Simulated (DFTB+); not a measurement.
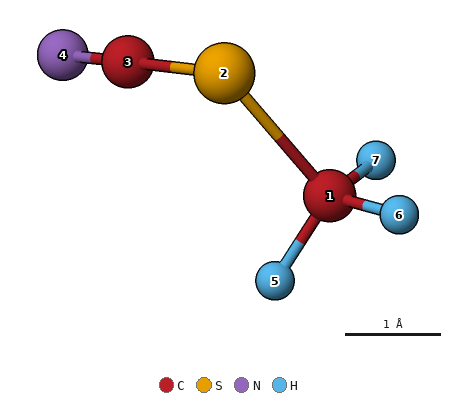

The structure as given in the input (ball-and-stick view, seen at a tilt; atoms are numbered from 1 in the order of the input).

# Excited-state calculation of C$_{2}$H$_{3}$NS

System: C$_{2}$H$_{3}$NS.
Method: DFTB2, R-SCC (DFTB+ 25.1).

The geometry comes from this level: GFN2-xTB.

### What the program printed
```
|  DFTB+ development version (commit: a23bfb2)

Reading input file 'dftb_in.hsd'
Parser version: 14

--------------------------------------------------------------------------------
Reading SK-files:
./slakos/cc.spl
./slakos/cs.spl
./slakos/cn.spl
./slakos/ch.spl
./slakos/ss.spl
./slakos/sn.spl
./slakos/sh.spl
./slakos/nn.spl
./slakos/nh.spl
./slakos/hh.spl
Done.

Processed input in HSD format written to 'dftb_pin.hsd'

Starting initialization...
--------------------------------------------------------------------------------
OpenMP threads:              1
Chosen random seed:          124191734
Current stacksize:           unlimited
Mode:                        Static calculation
Self consistent charges:     Yes
SCC-tolerance:                 0.100000E-07
Max. scc iterations:                    100
Shell resolved Hubbard:      No
Spin polarisation:           No
Nr. of up electrons:            11.000000
Nr. of down electrons:          11.000000
Periodic boundaries:         No
Electronic solver:           Relatively robust
Casida solver:               Stratmann, SubSpace:   20
Mixer:                       Broyden mixer
Mixing parameter:                  0.200000
Nr. of chrg. vec. in memory:            100
Max. SCC-cycles:                        100
Electronic temperature:              0.100000E-07 H      0.272114E-06 eV
Initial charges:             Set automatically (system chrg:   0.000E+00)
Included shells:             C:  s, p
                             S:  s, p, d
                             N:  s, p
                             H:  s
Extra options:
                             Mulliken analysis

--------------------------------------------------------------------------------

***  Geometry step: 0

 iSCC Total electronic   Diff electronic      SCC error
    1   -0.97055050E+01    0.00000000E+00    0.55308445E+00
    2   -0.97215314E+01   -0.97055050E+01    0.26923722E+00
    3   -0.97261123E+01   -0.16026403E-01    0.80926097E-01
    4   -0.97263018E+01   -0.45809233E-02    0.22373139E-01
    5   -0.97263040E+01   -0.18951361E-03    0.21965225E-01
    6   -0.97263395E+01   -0.21690672E-05    0.67795069E-03
    7   -0.97263396E+01   -0.35561625E-04    0.96741885E-04
    8   -0.97263396E+01   -0.39120645E-07    0.95252980E-05
    9   -0.97263396E+01   -0.11597727E-08    0.21056847E-05
   10   -0.97263396E+01   -0.70539130E-11    0.72750561E-09

>> Stratmann diagonalisation of response matrix
   Total dimension of A+B:    143 inital subspace:    100
   Iteration  Subspace dimension
        1             105
        2             109
>> Stratmann converged

>> Stratmann diagonalisation of response matrix
   Total dimension of A+B:    143 inital subspace:    100
   Iteration  Subspace dimension
        1             105
        2             109
        3             112
>> Stratmann converged

Total Energy:                       -9.3569389365 H         -254.6153 eV
Extrapolated to 0K:                 -9.3569389365 H         -254.6153 eV
Total Mermin free energy:           -9.3569389365 H         -254.6153 eV
Force related energy:               -9.3569389365 H         -254.6153 eV

--------------------------------------------------------------------------------
--------------------------------------------------------------------------------
SCC                                    +       0.00 ( 15.6%)       0.01 ( 36.4%)
Post-SCC processing                    +       0.02 ( 80.4%)       0.02 ( 60.6%)
--------------------------------------------------------------------------------
Missing                                +       0.00 (  4.0%)       0.00 (  3.0%)
Total                                  =       0.03 (100.0%)       0.03 (100.0%)
--------------------------------------------------------------------------------
```

### File detailed.out
```
Fermi distribution function

Calculation with static geometry

********************************************************************************
 iSCC Total electronic   Diff electronic      SCC error
   10   -0.97263396E+01   -0.70539130E-11    0.72750561E-09
********************************************************************************

 Total charge:    -0.00000000

 Atomic gross charges (e)
 Atom           Charge
    1      -0.14396568
    2      -0.03222869
    3       0.14620024
    4      -0.22369278
    5       0.08547582
    6       0.08290375
    7       0.08530734

Nr. of electrons (up):     22.00000000
Atom populations (up)
 Atom       Population
    1       4.14396568
    2       6.03222869
    3       3.85379976
    4       5.22369278
    5       0.91452418
    6       0.91709625
    7       0.91469266

l-shell populations (up)
 Atom Sh.   l       Population
    1   1   0       1.28637891
    1   2   1       2.85758677
    2   1   0       1.77417574
    2   2   1       4.13571050
    2   3   2       0.12234245
    3   1   0       1.18157510
    3   2   1       2.67222466
    4   1   0       1.62855380
    4   2   1       3.59513898
    5   1   0       0.91452418
    6   1   0       0.91709625
    7   1   0       0.91469266

Orbital populations (up)
 Atom Sh.   l   m       Population  Label
    1   1   0   0       1.28637891  s
    1   2   1  -1       0.98597206  p_y
    1   2   1   0       0.94085731  p_z
    1   2   1   1       0.93075740  p_x
    2   1   0   0       1.77417574  s
    2   2   1  -1       1.15847506  p_y
    2   2   1   0       1.54195152  p_z
    2   2   1   1       1.43528392  p_x
    2   3   2  -2       0.04740084  d_xy
    2   3   2  -1       0.02859712  d_yz
    2   3   2   0       0.03025244  d_z2
    2   3   2   1      -0.00173308  d_xz
    2   3   2   2       0.01782512  d_x2-y2
    3   1   0   0       1.18157510  s
    3   2   1  -1       0.85534400  p_y
    3   2   1   0       0.90474340  p_z
    3   2   1   1       0.91213726  p_x
    4   1   0   0       1.62855380  s
    4   2   1  -1       1.35793341  p_y
    4   2   1   0       1.12860372  p_z
    4   2   1   1       1.10860186  p_x
    5   1   0   0       0.91452418  s
    6   1   0   0       0.91709625  s
    7   1   0   0       0.91469266  s

Fermi level:                        -0.1645298839 H           -4.4771 eV
Band energy:                        -9.5741099739 H         -260.5248 eV
TS:                                  0.0000000000 H            0.0000 eV
Band free energy (E-TS):            -9.5741099739 H         -260.5248 eV
Extrapolated E(0K):                 -9.5741099739 H         -260.5248 eV
Input / Output electrons (q):     22.0000000000     22.0000000000

Energy H0:                          -9.7330906166 H         -264.8509 eV
Energy SCC:                          0.0067510322 H            0.1837 eV
Total Electronic energy:            -9.7263395843 H         -264.6672 eV
Repulsive energy:                    0.3694006479 H           10.0519 eV
Total energy:                       -9.3569389365 H         -254.6153 eV
Extrapolated to 0:                  -9.3569389365 H         -254.6153 eV
Total Mermin free energy:           -9.3569389365 H         -254.6153 eV
Force related energy:               -9.3569389365 H         -254.6153 eV

Non-constrained calculation

SCC converged

Dipole moment:   -0.55375761    0.77691172   -0.12131742 au
Dipole moment:   -1.40751157    1.97471278   -0.30835816 Debye
```

### File band.out
```
 KPT            1  SPIN            1  KWEIGHT    1.0000000000000000
     1    -20.8803  2.00000
     2    -18.9499  2.00000
     3    -15.6070  2.00000
     4    -11.6772  2.00000
     5    -10.3069  2.00000
     6    -10.1100  2.00000
     7     -9.6439  2.00000
     8     -9.3281  2.00000
     9     -8.8419  2.00000
    10     -8.3560  2.00000
    11     -6.5611  2.00000
    12     -2.3931  0.00000
    13     -1.2189  0.00000
    14     -1.0479  0.00000
    15     -0.5842  0.00000
    16      0.8845  0.00000
    17      4.8390  0.00000
    18      4.8531  0.00000
    19      8.6517  0.00000
    20     10.0163  0.00000
    21     10.0412  0.00000
    22     14.8985  0.00000
    23     21.3757  0.00000
    24     57.3071  0.00000
```

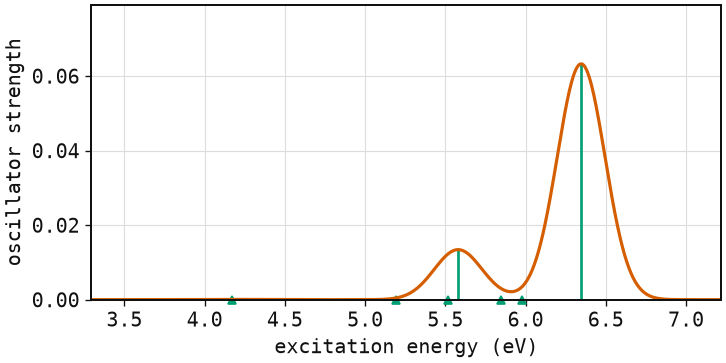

Computed excitations as sticks (degenerate states added up, dark ones marked on the axis), with a Gaussian envelope of 0.35 eV full width at half maximum, scaled to the tallest. Of the 10 states the lowest lies at 4.17 eV (f = 0.000); the strongest line is at 6.35 eV, or 195 nm (f = 0.063).

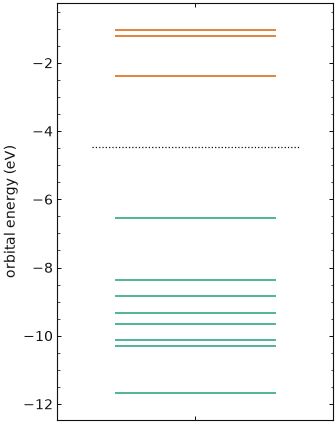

Orbital energies near the frontier; the dotted line parts filled from empty levels, and levels within 0.02 eV of each other stand side by side. Highest filled −6.56 eV, lowest empty −2.39 eV, 4.17 eV apart.

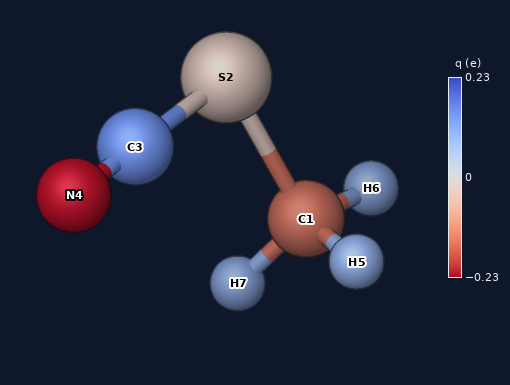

Mulliken charges, as the colour of each atom (ball-and-stick view, seen at a tilt; atoms are numbered from 1 in the order of the input). By element: C −0.14 to +0.15, S −0.03, N −0.22 and H +0.08 to +0.09 e.

The run was set up as follows.

### The input (dftb_in.hsd)
```
# DFTB2 excited states
Geometry = xyzFormat {
  <<< "input.xyz"
}

Hamiltonian = DFTB {
  SCC = Yes
  SlaterKosterFiles = Type2FileNames {
    Prefix = "slakos/"
    Separator = ""
    Suffix = ".spl"
    LowerCaseTypeName = Yes
  }
  MaxAngularMomentum = {
    C = "p"
    S = "d"
    N = "p"
    H = "s"
  }
  Charge = 0
  SCCTolerance = 1e-08
  SpinConstants = {
    ShellResolvedSpin = No
    C = -0.023
    S = -0.016
    N = -0.026
    H = -0.072
  }
}

ExcitedState = {
  Casida = {
    NrOfExcitations = 5
    Symmetry = Both
    Diagonaliser = Stratmann {}
  }
}

Options = {
  WriteResultsTag = Yes
}

ParserOptions = {
  ParserVersion = 14
}
```

### File input.xyz
```
7

C     -0.606990     0.704930    -0.214880
S      0.750110     0.376030     0.964880
C      1.106040    -1.180160     0.450560
N      1.338610    -2.242130     0.088360
H     -0.229040     0.635260    -1.230120
H     -0.949350     1.713930    -0.007200
H     -1.409380    -0.007860    -0.051590
```

Launched with:
```bash
dftb+ > run.log
```

### Summary

- outcome: converged
- total energy: −9.356939 hartree
- basis functions: 24
- HOMO: −6.56 eV
- LUMO: −2.39 eV
- dipole moment: 2.44 D
- lowest excitation: 4.17 eV
- hardware: 1 thread of Intel Xeon (Sapphire Rapids), 64 GiB of memory available, shared host
- peak memory: 0.069 GiB
